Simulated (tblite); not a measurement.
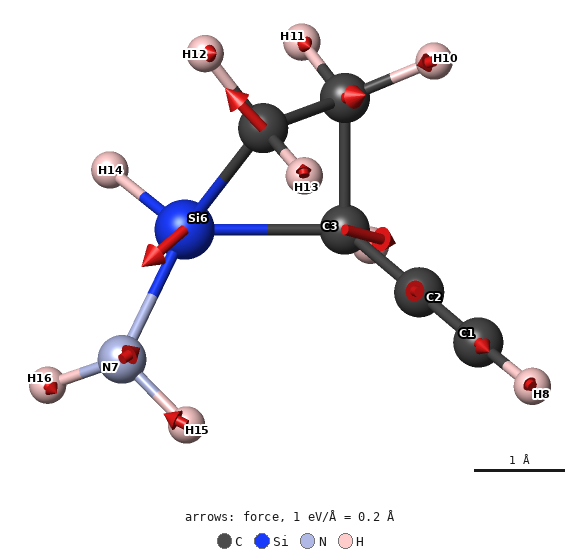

Starting geometry of C$_{5}$H$_{9}$NSi with the computed forces as red arrows. The picture is a ball-and-stick view, seen at a tilt.

Theory: tblite 0.8.0, GFN2-xTB geometry optimisation, gas phase. 

Is this structure relaxed? If not, where do the atoms go?

Answer. It isn't relaxed: the largest force vector, on a C atom, is 4.24 eV/Å. The final displacements have little in common with the starting forces (cosine between the two patterns 0.17). An H atom moves most after the best rigid fit: 1.15 Å. By element the largest moves are H 1.15 Å, C 0.60 Å, N 0.31 Å, Si 0.10 Å. Among the contacts that change: C–Si 1.827 → 1.926 Å, N–Si 1.788 → 1.716 Å, C–Si 1.870 → 1.917 Å, C–H 1.132 → 1.090 Å. Among the angles between lasting bonds that change: C–C–C 87.4° → 100.4°, C–Si–N 114.3° → 124.4°, Si–N–H 110.2° → 120.3°. Groups turn about C–C by about 30°, C–C by about 30°, C–Si by about 30°. Over 91 geometry steps the energy falls by 1.189 eV. Cost: 1 s on 1 thread of Arm Neoverse N1, with other jobs on the host.
